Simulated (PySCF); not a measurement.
# GeH4 (germane): the cost of one run

Computed with PySCF 2.14.0, with density-fitted response routines of our own, on a single molecule in the gas phase. Atoms count from 0, in the outputs and in this text.

### Step 1. The molecule as given

5 atoms, charge 0, multiplicity 1; geometry from: GFN2-xTB.

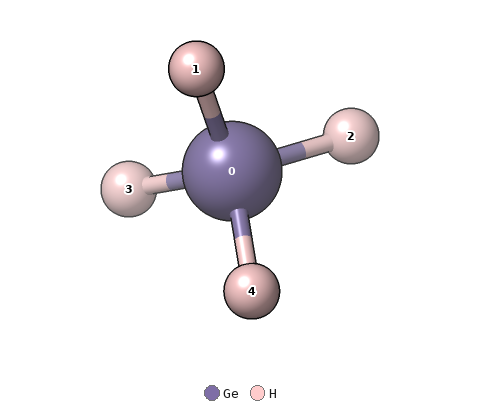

The starting geometry (germanium purple, hydrogen pink), atoms numbered.

### Step 2. Relaxing the molecule at PBE0-D3(BJ)/def2-SVP

The job: settings as JSON, then the geometry in Å.

```
{"job": {"xc": "PBE0", "basis": "def2-SVP", "d3": "d3bj", "grid": 1, "kind": "geom"}, "charge": 0, "multiplicity": 1}
Ge     0.003410     0.000080    -0.006260
H     -0.594380    -0.848190    -1.064520
H      0.552570    -0.860700     1.069310
H     -1.036890     0.894530     0.554950
H      1.092540     0.819990    -0.587840
```

The run is started by

```bash
OMP_NUM_THREADS=1 python probes_run.py task.json out
```

One launch serves the whole session: the jobs run in the order shown.

Q: Estimate the wall time and peak memory of this first job on 1 thread of Arm Neoverse N1, shared host.

About 5 s, with a peak of 0.26 GiB.
